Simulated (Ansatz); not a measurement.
Input file:

```
crystal:
  periodic: [false, false, false]
  atoms:
    - { symbol: Ge, position_ang: [-0.055416, -0.278745, -0.040163] }
    - { symbol: Cl, position_ang: [-0.059222, -0.440629, 2.166986] }
    - { symbol: Ge, position_ang: [2.241812, -0.210343, -0.821065] }
    - { symbol: H, position_ang: [2.607317, -1.54205, -1.493749] }
    - { symbol: H, position_ang: [2.404825, 0.920257, -1.839594] }
    - { symbol: H, position_ang: [3.191108, 0.011078, 0.358855] }
    - { symbol: H, position_ang: [-0.879946, 0.95994, -0.37414] }
    - { symbol: H, position_ang: [-0.816078, -1.535984, -0.483871] }
    - { symbol: O, position_ang: [1.291191, 2.175617, 0.967801] }
    - { symbol: H, position_ang: [2.161617, 2.098066, 1.359819] }
    - { symbol: H, position_ang: [0.694093, 1.974794, 1.715219] }
basis:
  gaussian: { orbitals: def2-SVP }
hamiltonian:
  xc: { name: BHLYP }
relax:
  f_tol: 0.03
  max_steps: 50
output:
  orbitals: {}
```

Command:

```sh
ansatz run input.yaml --threads 4 --pin off --max-ram 5120MiB --backend cpu --events-out ev --progress --plain --runs-dir out
```

The fields are those of the run's last geometry, not of the input's.

Computed with RKS BHLYP/def2-SVP in Ansatz.

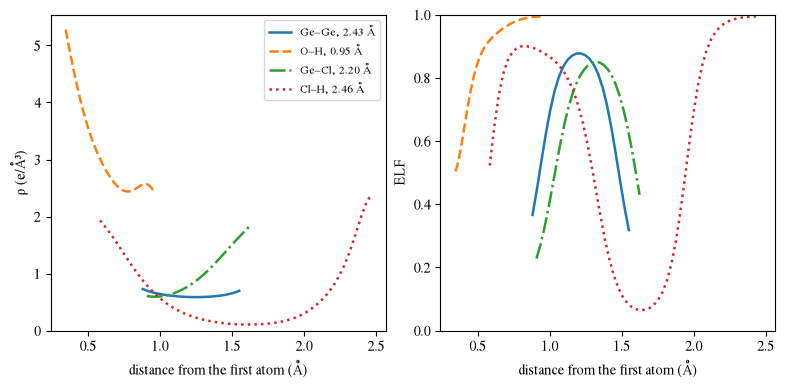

ClGe2H5···H2O. Total electron density and ELF along straight lines between neighbouring atoms. The curves leave out the atomic cores.

> What can be read from the curves?

Ge–Ge (2.43 Å): ρ at the midpoint is about 0.59 e/Å³; the ELF peaks at about 0.90 between the atoms: a covalent bond.
O–H (0.95 Å): ρ is about 3.8 e/Å³ halfway; the ELF climbs to about 1 towards the hydrogen, as it does in any bond to H (an ordinary covalent bond to hydrogen).
Ge–Cl (2.20 Å): ρ at the midpoint is about 0.66 e/Å³, with its minimum of 0.59 e/Å³ about 1.0 Å from Ge; the ELF peaks at about 0.85 in the valence shell of Cl, 0.9 Å from its nucleus, and is about 0.65 at the midpoint.
Cl2···H11 (2.46 Å): the density falls to about 0.11 e/Å³ on the way; the ELF dips to about 0.05 between them; a closed-shell contact with the geometry of a hydrogen bond.
